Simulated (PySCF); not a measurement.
# C5H4N2S: excited states, first hyperpolarisability

Aim: compute the excited states, first hyperpolarisability of C5H4N2S (`Cc1cnc(C#N)s1`).

Computed with PySCF 2.14.0 and routines of our own; the level stands in each step. Atoms count from 0.

## Step 1: The starting structure

12 atoms, charge 0, multiplicity 1; geometry from: GFN2-xTB.

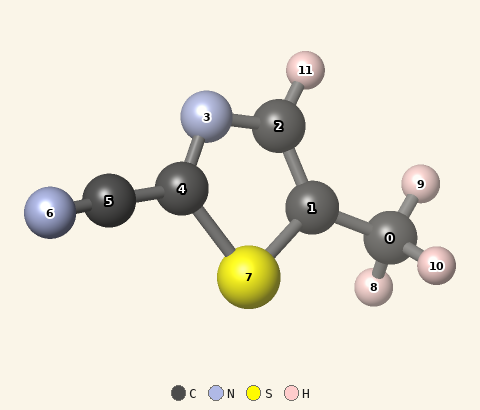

The starting geometry (carbon dark grey, nitrogen light blue, sulfur yellow, hydrogen pink).

## Step 2: Relaxing the molecule at PBE0-D3(BJ)/def2-SVP

The job: settings as JSON, then the geometry in Å.

```
{"job": {"xc": "PBE0", "basis": "def2-SVP", "d3": "d3bj", "grid": 2, "kind": "geom"}, "charge": 0, "multiplicity": 1}
C     -2.117964     0.081273    -0.391223
C     -0.668734     0.033365    -0.080986
C     -0.052625     0.178275     1.133237
N      1.285152     0.088733     1.129687
C      1.753692    -0.124395    -0.053903
C      3.104127    -0.267619    -0.392296
N      4.200365    -0.390598    -0.705898
S      0.518702    -0.233884    -1.308966
H     -2.445826    -0.858425    -0.834863
H     -2.686792     0.259835     0.517897
H     -2.330680     0.877455    -1.104006
H     -0.558221     0.355300     2.065295
```

The run is started by

```bash
$ OMP_NUM_THREADS=1 python excited_run.py task.json out
```

This one command runs all jobs of the session in turn.

The log of the run:

```text
step   0  E = -699.78029074  max force = 0.031739
step   1  E = -699.78243153  max force = 0.003494
step   2  E = -699.78246344  max force = 0.001675
step   3  E = -699.78246591  max force = 0.000776
step   4  E = -699.78246940  max force = 0.000159
optimisation converged
```

Wall time 47 s (1 thread of Intel Xeon Platinum 8259CL at 2.50GHz, shared host); peak memory 0.74 GiB.

The steps of the relaxation:

```
step  energy from step 0 (eV)  largest force component (eV/Å)
   0                   0.0000                          1.6321
   1                  -0.0583                          0.1797
   2                  -0.0591                          0.0861
   3                  -0.0592                          0.0399
   4                  -0.0593                          0.0082
```

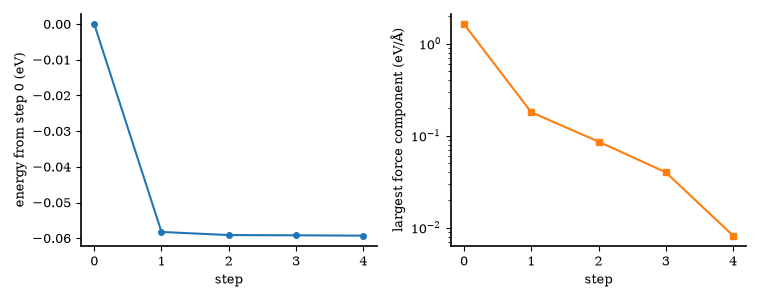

Energy and force, step by step.

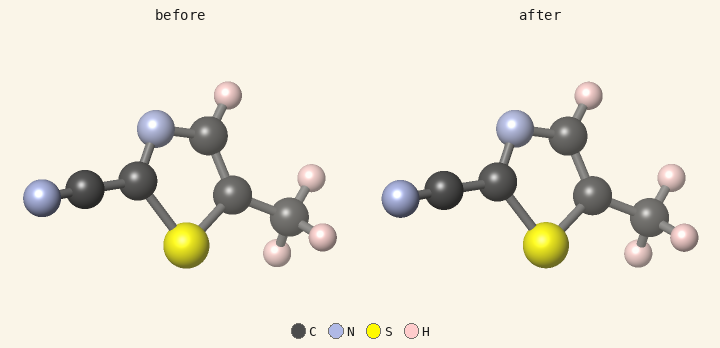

Before and after, at one scale.

Close pairs (by a distance rule), those that changed most:

```
  bond  before (Å)  after (Å)  change (Å)
 C4–C5       1.400      1.424      +0.024
 C4–S7       1.764      1.741      -0.023
C2–H11       1.075      1.092      +0.017
 C2–N3       1.341      1.354      +0.014
 N3–C4       1.291      1.304      +0.013
 C5–N6       1.147      1.160      +0.013
 C0–H9       1.087      1.099      +0.011
C0–H10       1.090      1.101      +0.011
```

The next job starts from the end point, and lists it.

```
                         at the end point                value
  point group (found at 0.08 Å tolerance)                   Cs
rotational constants (GHz, main isotopes)  5.116, 1.190, 0.972
                        dipole moment (D)                 5.81
```

## Step 3: Excited states: TDA wB97X-D/def2-TZVP

The job: settings as JSON, then the geometry in Å.

```
{"job": {"kind": "states", "xc": "wB97X-D", "basis": "def2-TZVP", "tda": true, "soc": true, "nstates": 6, "ntriplets": 5, "nquad": 4}, "charge": 0, "multiplicity": 1}
C     -2.015805     0.098733    -0.361185
C     -0.559552     0.049789    -0.054983
C      0.066579     0.197378     1.163382
N      1.417984     0.108942     1.167164
C      1.867637    -0.107082    -0.037172
C      3.242346    -0.250428    -0.377897
N      4.352986    -0.371715    -0.688075
S      0.637317    -0.216477    -1.264470
H     -2.372399    -0.846658    -0.798341
H     -2.580574     0.279710     0.563533
H     -2.256175     0.905829    -1.070309
H     -0.466692     0.377541     2.098948
```

Level: TDA wB97X-D/def2-TZVP excited states, vertical, gas phase, spin-orbit mean-field couplings.

The log of the run:

```text
coarse grid: 11664 points
cycle   1  E = -700.5239095564  dE =  1.668e+00  |g| = 6.227e-01  |ddm| = 3.112e+00
cycle   2  E = -700.4084988494  dE =  1.154e-01  |g| = 1.018e+00  |ddm| = 1.399e+00
cycle   3  E = -700.6232756549  dE = -2.148e-01  |g| = 7.493e-02  |ddm| = 9.142e-01
cycle   4  E = -700.6238619642  dE = -5.863e-04  |g| = 6.337e-02  |ddm| = 1.081e-01
cycle   5  E = -700.6247300481  dE = -8.681e-04  |g| = 1.344e-02  |ddm| = 5.806e-02
cycle   6  E = -700.6247729553  dE = -4.291e-05  |g| = 5.408e-03  |ddm| = 1.911e-02
cycle   7  E = -700.6247819573  dE = -9.002e-06  |g| = 1.284e-03  |ddm| = 8.663e-03
final grid: 111264 points
cycle   8  E = -700.6133125723  dE = -2.011e-04  |g| = 7.754e-03  |ddm| = 1.767e-01
cycle   9  E = -700.6133114507  dE =  1.122e-06  |g| = 7.682e-03  |ddm| = 1.776e-02
cycle  10  E = -700.6133220471  dE = -1.060e-05  |g| = 2.199e-03  |ddm| = 6.851e-03
cycle  11  E = -700.6133229511  dE = -9.040e-07  |g| = 7.001e-04  |ddm| = 2.077e-03
cycle  12  E = -700.6133230629  dE = -1.118e-07  |g| = 2.742e-04  |ddm| = 8.306e-04
cycle  13  E = -700.6133230811  dE = -1.818e-08  |g| = 8.926e-05  |ddm| = 3.353e-04
cycle  14  E = -700.6133230835  dE = -2.328e-09  |g| = 2.163e-05  |ddm| = 1.235e-04
cycle  15  E = -700.6133230838  dE = -3.026e-10  |g| = 9.019e-06  |ddm| = 7.063e-05
converged SCF energy = -700.6133230838

Singlet excitations
state   eV       nm        f     d(h-e)  d(exc)  Lambda  PR(NTO)  |dmu|/D   mu/D   main configurations
  1   5.0962   243.3   0.00061   0.976   2.718   0.507   1.008    2.168    6.478   H-1->L 0.98
  2   5.1230   242.0   0.34169   0.606   2.963   0.760   1.196    1.447    7.334   H->L 0.89
  3   5.9149   209.6   0.00024   1.101   2.972   0.458   1.044    2.438    6.316   H->L+1 0.95
  4   6.0579   204.7   0.06728   0.328   2.796   0.691   1.443    0.571    6.543   H-2->L 0.79, H->L+3 0.09
  5   6.3913   194.0   0.00019   0.377   2.990   0.432   1.829                     H->L+2 0.64, H-3->L 0.24
  6   6.5304   189.9   0.00009   0.779   3.006   0.411   1.739                     H-3->L 0.67, H->L+2 0.23

Triplet excitations (Tamm-Dancoff)
state   eV     d(h-e)  d(exc)  Lambda  PR(NTO)   main configurations
  1   3.2755   0.412   2.810   0.773   1.050   H->L 0.94
  2   4.5231   0.951   2.604   0.503   1.010   H-1->L 0.93
  3   4.5912   0.513   2.632   0.692   1.018   H-2->L 0.96
  4   5.3104   0.374   2.503   0.772   1.495   H->L+3 0.77, H-4->L 0.15
  5   5.6301   0.972   2.880   0.458   1.113   H->L+1 0.89
S1 - T1 = 1.8207 eV

Spin-orbit couplings |<S|Hso|T>| (cm-1)
             T1       T2       T3       T4       T5
S0        0.393   70.217    0.851    0.564   61.001
S1       16.491    0.801   52.341   14.577    1.401
S2        0.267   28.296    0.868    0.194   50.875
S3       47.092    0.520    8.583   11.230    1.492
S4        0.129   55.084    0.273    0.066   12.023
S5       17.046    3.981   23.397    1.242   18.284
S6        2.580    5.427   18.281   10.241   10.463
T1 sublevels (cm-1): 0.000 0.012 0.030   radiative rates (1/s): 0.0148 0.00812 0.523
```

It took 68 s on 1 thread of Intel Xeon Platinum 8259CL at 2.50GHz, shared host; peak memory 1 GiB.

Key values:

```
  quantity    value
S1 less T1  1.82 eV
```

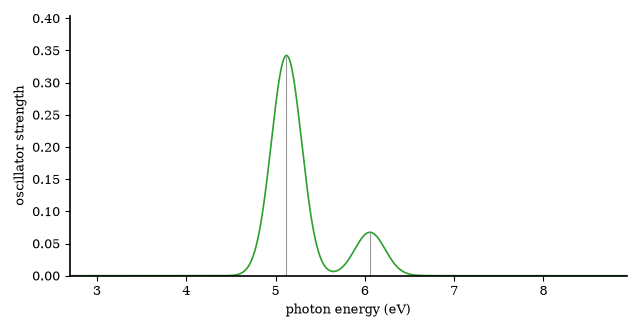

Absorption lines of the singlets. Lines are broadened to a width of 0.40 eV (Gaussian).

## Step 4: Excited states: TDDFT CAM-B3LYP/aug-cc-pVDZ

Settings changed since step 3:

```diff
@@ -1,2 +1,2 @@
-{"job": {"kind": "states", "xc": "wB97X-D", "basis": "def2-TZVP", "tda": true, "soc": true, "nstates": 6, "ntriplets": 5, "nquad": 4}, "charge": 0, "multiplicity": 1}
+{"job": {"kind": "states", "xc": "CAM-B3LYP", "basis": "aug-cc-pVDZ", "tpa": true, "nstates": 8, "nquad": 6, "ntriplets": 0}, "charge": 0, "multiplicity": 1}
 C     -2.015805     0.098733    -0.361185
```

Level: TDDFT CAM-B3LYP/aug-cc-pVDZ excited states, vertical, gas phase, two-photon moments by quadratic response.

The log of the run:

```text
coarse grid: 11664 points
cycle   1  E = -700.3758730787  dE =  1.664e+00  |g| = 5.749e-01  |ddm| = 1.669e+01
cycle   2  E = -700.2298358590  dE =  1.460e-01  |g| = 1.039e+00  |ddm| = 6.003e+00
cycle   3  E = -700.4634042596  dE = -2.336e-01  |g| = 7.756e-02  |ddm| = 4.981e+00
cycle   4  E = -700.4639536061  dE = -5.493e-04  |g| = 6.633e-02  |ddm| = 3.673e-01
cycle   5  E = -700.4649105944  dE = -9.570e-04  |g| = 1.504e-02  |ddm| = 2.464e-01
cycle   6  E = -700.4649627201  dE = -5.213e-05  |g| = 4.856e-03  |ddm| = 5.164e-02
cycle   7  E = -700.4649701488  dE = -7.429e-06  |g| = 1.134e-03  |ddm| = 2.304e-02
final grid: 111264 points
cycle   8  E = -700.4933289001  dE = -1.414e-05  |g| = 2.129e-03  |ddm| = 2.181e-01
cycle   9  E = -700.4933293595  dE = -4.595e-07  |g| = 1.886e-03  |ddm| = 1.919e-02
cycle  10  E = -700.4933301631  dE = -8.035e-07  |g| = 4.271e-04  |ddm| = 6.175e-03
cycle  11  E = -700.4933302028  dE = -3.971e-08  |g| = 1.979e-04  |ddm| = 1.283e-03
cycle  12  E = -700.4933302105  dE = -7.764e-09  |g| = 7.938e-05  |ddm| = 1.189e-03
cycle  13  E = -700.4933302120  dE = -1.444e-09  |g| = 2.904e-05  |ddm| = 3.180e-04
cycle  14  E = -700.4933302122  dE = -2.042e-10  |g| = 7.992e-06  |ddm| = 1.211e-04
converged SCF energy = -700.4933302122

Singlet excitations
state   eV       nm        f     d(h-e)  d(exc)  Lambda  PR(NTO)  |dmu|/D   mu/D   delta(TPA)   sigma/GM   main configurations
  1   4.8597   255.1   0.27111   0.622   2.992   0.737   1.236    1.609    7.509       93.52      0.809   H->L 0.95
  2   5.1044   242.9   0.00042   0.979   2.740   0.500   1.012    2.256    6.598        0.57      0.005   H-2->L 0.97
  3   5.8880   210.6   0.04828   0.336   2.817   0.646   1.448    0.713    6.780       16.43      0.209   H-1->L 0.86
  4   5.9117   209.7   0.00023   1.179   3.309   0.291   1.058    3.081    5.979        3.80      0.049   H->L+2 0.32, H->L+1 0.23, H->L+5 0.19
  5   6.3548   195.1   0.00026   0.533   3.208   0.365   1.528    1.225    6.893        1.07      0.016   H->L+6 0.47, H-3->L 0.14, H->L+2 0.10
  6   6.4666   191.7   0.00022   1.335   4.206   0.283   1.397    5.603    1.649       29.24      0.448   H->L+1 0.52, H->L+2 0.16, H-3->L 0.14
  7   6.5274   189.9   0.00022   0.843   3.190   0.368   1.847                                            H-3->L 0.62, H->L+6 0.17
  8   6.7874   182.7   0.00003   0.748   2.760   0.291   1.070                                            H-1->L+2 0.37, H-1->L+5 0.24, H-1->L+1 0.14
```

Wall time 55 s (1 thread of Intel Xeon Platinum 8259CL at 2.50GHz, shared host); peak memory 0.97 GiB.

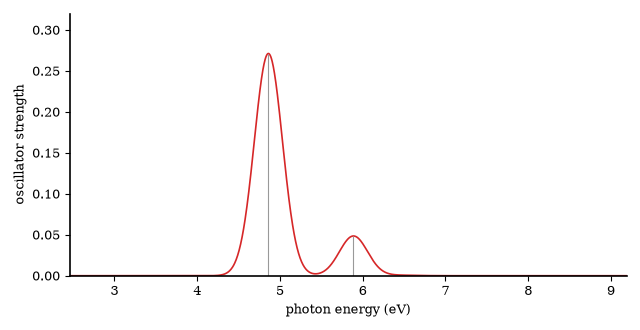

Absorption lines of the singlets. Lines are broadened to a width of 0.40 eV (Gaussian).

## Step 5: First hyperpolarisability: quadratic response CAM-B3LYP/aug-cc-pVDZ

Settings changed since step 4:

```diff
@@ -1,2 +1,2 @@
-{"job": {"kind": "states", "xc": "CAM-B3LYP", "basis": "aug-cc-pVDZ", "tpa": true, "nstates": 8, "nquad": 6, "ntriplets": 0}, "charge": 0, "multiplicity": 1}
+{"job": {"kind": "beta", "xc": "CAM-B3LYP", "basis": "aug-cc-pVDZ"}, "charge": 0, "multiplicity": 1}
 C     -2.015805     0.098733    -0.361185
```

Method: quadratic response CAM-B3LYP/aug-cc-pVDZ first hyperpolarisability, Taylor convention, gas phase.

The log of the run:

```text
coarse grid: 11664 points
cycle   1  E = -700.3758730787  dE =  1.664e+00  |g| = 5.749e-01  |ddm| = 1.669e+01
cycle   2  E = -700.2298358590  dE =  1.460e-01  |g| = 1.039e+00  |ddm| = 6.003e+00
cycle   3  E = -700.4634042596  dE = -2.336e-01  |g| = 7.756e-02  |ddm| = 4.981e+00
cycle   4  E = -700.4639536061  dE = -5.493e-04  |g| = 6.633e-02  |ddm| = 3.673e-01
cycle   5  E = -700.4649105944  dE = -9.570e-04  |g| = 1.504e-02  |ddm| = 2.464e-01
cycle   6  E = -700.4649627201  dE = -5.213e-05  |g| = 4.856e-03  |ddm| = 5.164e-02
cycle   7  E = -700.4649701488  dE = -7.429e-06  |g| = 1.134e-03  |ddm| = 2.304e-02
final grid: 111264 points
cycle   8  E = -700.4933289001  dE = -1.414e-05  |g| = 2.129e-03  |ddm| = 2.181e-01
cycle   9  E = -700.4933293595  dE = -4.595e-07  |g| = 1.886e-03  |ddm| = 1.919e-02
cycle  10  E = -700.4933301631  dE = -8.035e-07  |g| = 4.271e-04  |ddm| = 6.175e-03
cycle  11  E = -700.4933302028  dE = -3.971e-08  |g| = 1.979e-04  |ddm| = 1.283e-03
cycle  12  E = -700.4933302105  dE = -7.764e-09  |g| = 7.938e-05  |ddm| = 1.189e-03
cycle  13  E = -700.4933302120  dE = -1.444e-09  |g| = 2.904e-05  |ddm| = 3.180e-04
cycle  14  E = -700.4933302122  dE = -2.042e-10  |g| = 7.992e-06  |ddm| = 1.211e-04
converged SCF energy = -700.4933302122

Lowest singlets (eV, f): 4.8597 0.2711  5.1044 0.0004  5.8880 0.0483

First hyperpolarisability (au)
process     nm      |vector|   parallel      HRS      DR
static         -      249.25     132.36     126.55   3.084
shg       1907.0      273.73     146.35     137.69   3.158
eope      1907.0      256.99     136.78          -       -
shg       1064.0      344.94      187.1     169.79   3.337
eope      1064.0      275.61     147.42          -       -
```

It took 44 s on 1 thread of Intel Xeon Platinum 8259CL at 2.50GHz, shared host; peak memory 0.89 GiB.

## Step 6: Outcome

```
                                                   quantity                                                value
                                                point group                                                   Cs
                       rotational constants (main isotopes)                                 5.12, 1.19, 0.97 GHz
                 S1 less T1 (step 3, TDA wB97X-D/def2-TZVP)                                              1.82 eV
β vector (step 5, quadratic response CAM-B3LYP/aug-cc-pVDZ)  static 249, SHG 1907.0 nm 274, SHG 1064.0 nm 345 au
```

Relaxing lowered the energy by 0.059 eV in 4 steps; the close pair that moved most is C4–C5, from 1.400 to 1.424 Å. In step 3, the number of triplets below S1 is 3, and the largest singlet-triplet spin-orbit coupling is S0–T2, 70.22 cm⁻¹. β grows from 249 au (static) to 345 au for doubling at 1064.0 nm: normal dispersion, which grows as twice the photon energy moves toward the bright states.
